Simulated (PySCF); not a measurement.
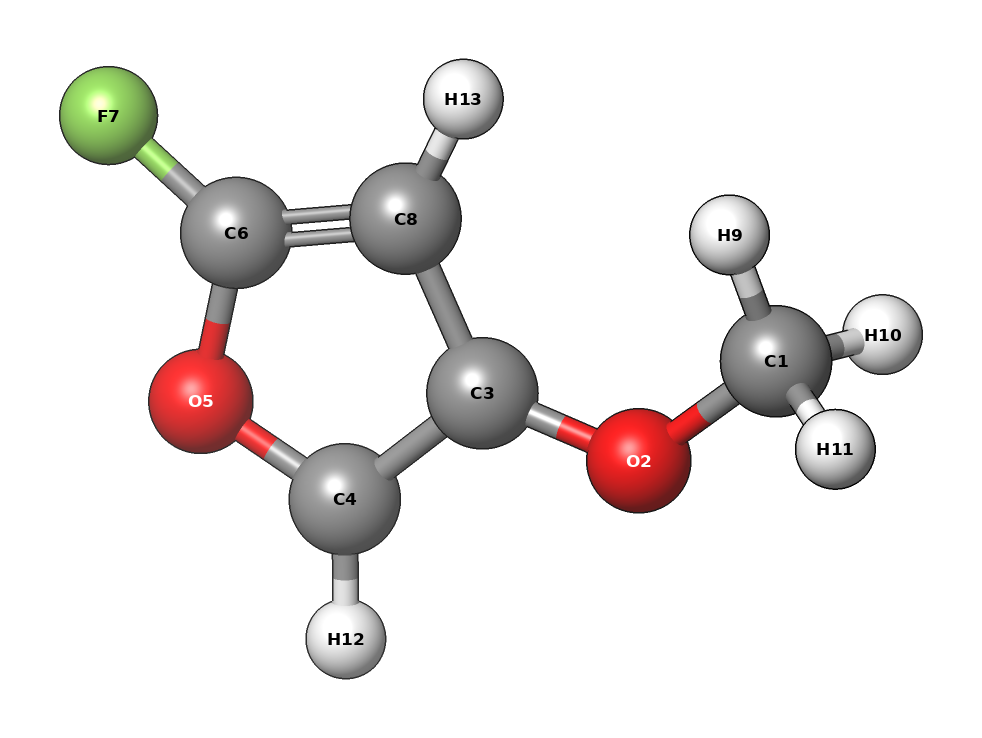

State: charge +1, doublet. The computed structure is the end point of a GFN2-xTB optimisation. No frequency run is at hand to confirm it as a minimum. Computed with UKS B3LYP, pcH-1 on C F H O, non-relativistic (PySCF 2.14.0). Fermi-contact and spin-dipolar terms alone, no spin-orbit part.

> Which nucleus has the largest dipolar (anisotropic) hyperfine coupling?

19F at F7: principal values −106.1, −95.8, 201.9 MHz.

List the isotropic and dipolar parts for the most strongly coupled nuclei, one of each equivalent set.

```tsv
atom	isotope	a_iso (MHz)	dipolar part (MHz)
F7	19F	51.5	−106.1, −95.8, 201.9
C4	13C	51.5	−54.3, −52.2, 106.5
O2	17O	−19.7	−63.5, 31.0, 32.5
C6	13C	23.5	−22.6, −19.3, 42.0
H12	1H	−47.4	−23.8, −3.4, 27.2
C3	13C	−14.2	−12.7, −7.9, 20.6
O5	17O	−0.9	−13.0, 6.3, 6.7
C8	13C	−15.6	−10.4, 4.3, 6.1
```
